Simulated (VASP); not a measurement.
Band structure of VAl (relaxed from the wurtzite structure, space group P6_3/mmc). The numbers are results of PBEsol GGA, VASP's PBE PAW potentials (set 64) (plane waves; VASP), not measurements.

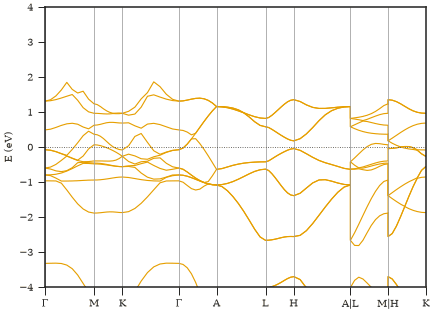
Bands along high-symmetry lines, zero at the valence-band maximum or, without a gap, the Fermi level

Question: Read the plot: is there a gap, and where are the band edges?

Answer: It has no gap at this level: it comes out as a metal or semimetal. (Edges off the drawn lines would not show.)

The structure was generated: VAl was put into the wurtzite type (P6_3mc), which need not be its known phase. It was relaxed first, which changed the volume by -37 %. The relaxed cell has space group P6_3/mmc. The run is not spin-polarised, so no magnetic state was tried.
